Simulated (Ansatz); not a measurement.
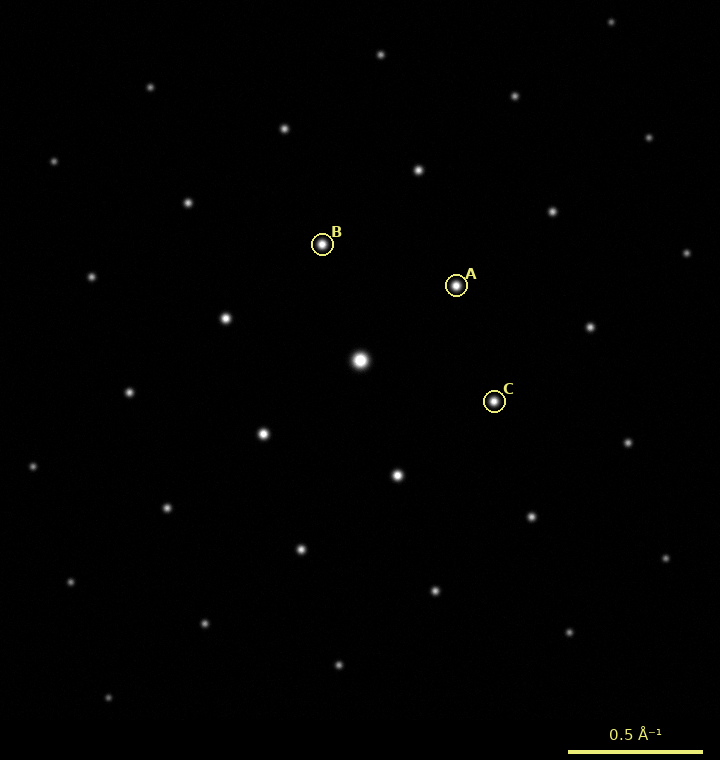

The pattern is a kinematic simulation for 300 kV electrons (no multiple scattering; isotropic B = 0.3 Å²). The zone axis points towards the electron source and the pattern is seen from the source side.

Rh, space group Fm-3m (No. 225), a = 3.800 Å. Structure: the input geometry of an electronic-structure calculation (not necessarily at equilibrium).

```cif
data_structure
_symmetry_space_group_name_H-M 'Fm-3m'
_symmetry_Int_Tables_number 225
_cell_length_a 3.8000
_cell_length_b 3.8000
_cell_length_c 3.8000
_cell_angle_alpha 90.000
_cell_angle_beta 90.000
_cell_angle_gamma 90.000
_cell_volume 54.87
loop_
_atom_site_label
_atom_site_type_symbol
_atom_site_symmetry_multiplicity
_atom_site_Wyckoff_symbol
_atom_site_fract_x
_atom_site_fract_y
_atom_site_fract_z
_atom_site_occupancy
Rh1 Rh 4 a 0.00000 0.00000 0.00000 1
```

Spot A is indexed -1 1 -1 and spot B -1 1 1.

Give hkl for C.

C = A − B = 0 0 -2 (d = 1.900 Å).

Give [uvw].

The cross product of A and B is parallel to [110]; every spot obeys hu + kv + lw = 0.

What are the spacings of A and B and the angle between them?

d(A) = 2.194 Å, d(B) = 2.194 Å, and the angle is 70.5°.
